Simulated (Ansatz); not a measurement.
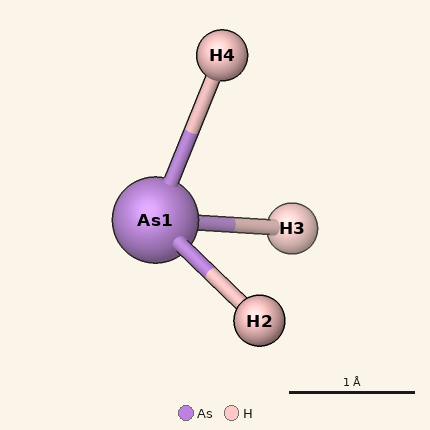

Orthographic view. Distant atoms are faded towards the background colour. The geometry was computed by an optimisation with PBE0-D4/def2-TZVP. No frequency run is at hand to confirm it as a minimum.

Write a Z-matrix (Å, degrees) in the order of the atom numbers, with these reference atoms: 2 to 1; 3 to 1, 2; 4 to 1, 2, 3.

```
As 
H    1   1.522
H    1   1.522   2    92.0
H    1   1.522   2    92.0   3   -92.1
```
